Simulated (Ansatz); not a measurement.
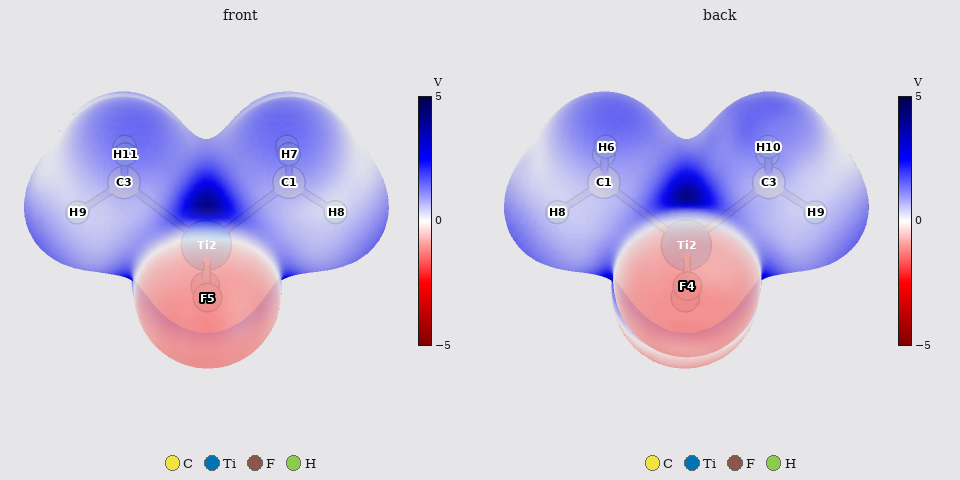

*C2H6F2Ti (SMILES [CH3][Ti]([CH3])([F])[F]). The electrostatic potential painted on the density surface at 0.004 e/bohr³, seen from the front and from behind; the colour scale runs from red (negative) to blue (positive).*

Geometry: PBE0-D4/def2-TZVP.

Theory: Ansatz, RKS PBE0-D4/def2-TZVPP.

```csv
atom,x (Å),y (Å),z (Å)
C,-1.5788,0.4428,0.2945
Ti,0.1110,0.1728,-0.8296
C,1.4963,-0.6129,0.4573
F,-0.2301,-1.0139,-2.0791
F,0.6790,1.7430,-1.3753
H,-1.9043,-0.5184,0.7045
H,-1.3683,1.1378,1.1134
H,-2.3778,0.8554,-0.3298
H,2.4340,-0.7995,-0.0756
H,1.1227,-1.5566,0.8669
H,1.6816,0.0925,1.2733
```

Where is the surface potential most negative and most positive?

The most negative region (about −1.1 V) lies over F4 and F5, the most positive (about +3.9 V) over Ti2.
